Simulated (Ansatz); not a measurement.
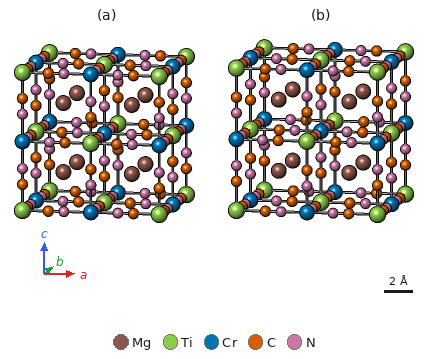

The structure of solid Mg2TiCrC6N6 (a generated structure, set up in Fm-3m) (coarse preliminary run) before (left) and after (right) a relaxation, at one scale.

A ball-and-stick model of the conventional cell (4 times the calculation's cell), seen slightly off an axis. Lengths and directions refer to the drawn axes.

These are results of Ansatz 0.2.0, DFT PBE, scalar-relativistic, plane waves, PAW, not measurements. Settings: plane-wave cutoff 420 eV; k-point mesh 4 × 4 × 4; occupations gaussian; smearing width 0.1 eV; collinear spin; cell and atoms relaxed; force threshold 0.04 eV/Å; at most 70 steps.

### Describe what moved and what it gained.

The largest moves relative to the cell, 0.17 Å, are those of C atoms. By element the largest moves are C 0.17 Å, N 0.14 Å. Mg and Cr and Ti stay in place. The volume changes by +9.7 %, with a = b = c 10.276 → 10.598 Å (+3.1 %). Near-neighbour distances that change, for instance: C–Ti 1.938 → 2.167 Å, Cr–N 2.030 → 1.954 Å, C–N 1.170 → 1.178 Å. The space group stays Fm-3m (No. 225). After 4 accepted moves (5 points after the start) the energy has fallen by 153 meV per atom. The largest force component goes from 2.4 to 0.0091 eV/Å. Pressure: 8.73 GPa at the start and 0.39 GPa at the end. At 1 point the geometry stayed and the basis and grid were re-selected for the new cell (energy shift of 4.9 meV per atom at most each time). The program noted that the starting moments weren't kept.
